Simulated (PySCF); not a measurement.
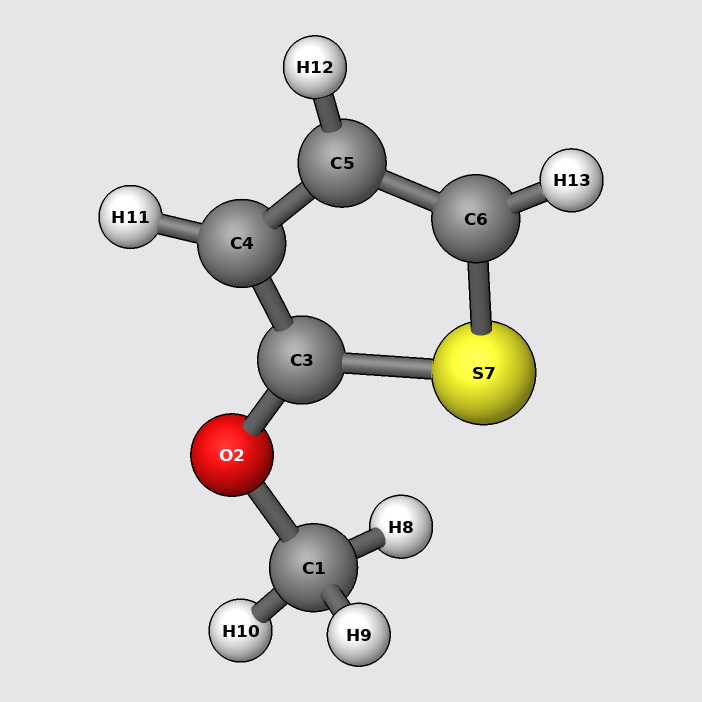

The geometry was computed by an optimisation with GFN2-xTB. No frequency run is at hand to confirm it as a minimum. Properties computed with GIAO PBE0/pcSseg-1 NMR shielding, non-relativistic, gas phase (PySCF 2.14.0). Principal shieldings σ11 ≤ σ22 ≤ σ33, span Ω = σ33 − σ11, skew κ = 3(σiso − σ22)/Ω.

Give the shielding tensors of the O atoms.

```json
{"atom": "O2", "σ11": "110.7", "σ22": "284.5", "σ33": "297.6", "σiso": "230.9", "Ω": "186.9", "κ": "−0.86"}
```

Shieldings and span in ppm.
